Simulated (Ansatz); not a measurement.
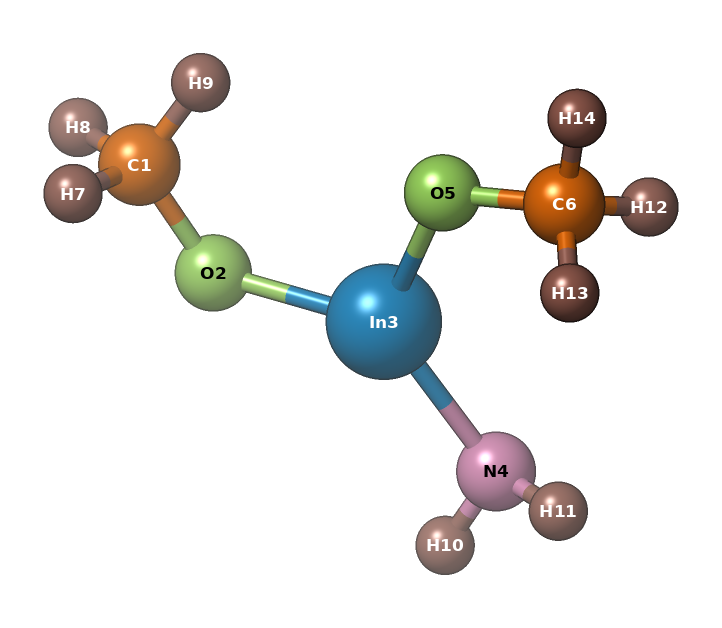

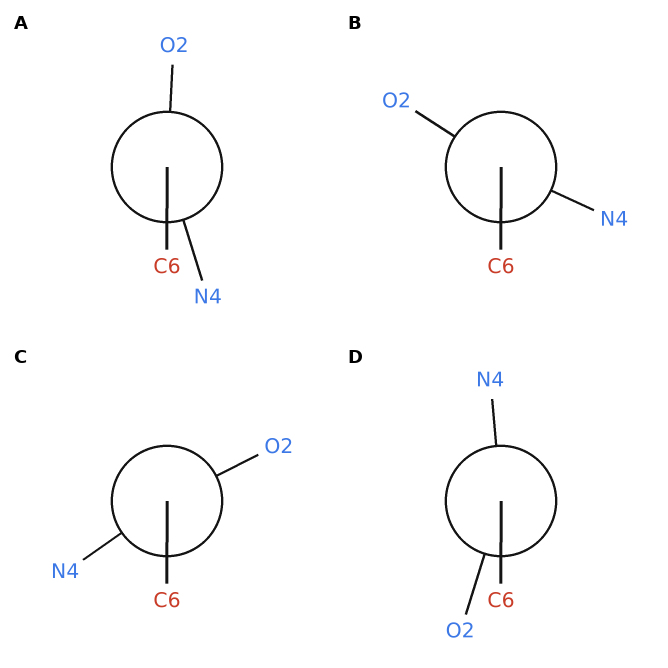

Atoms fade into the background with distance from the viewer. Bonds that would overlap in a projection are set slightly apart. Computed geometry: PBE0-D4/def2-TZVP optimisation.

> Which Newman projection shows the view along O5–In3, with O5 in front?

A. The torsion angle C6–O5–In3–O2 is −177°, antiperiplanar (anti).
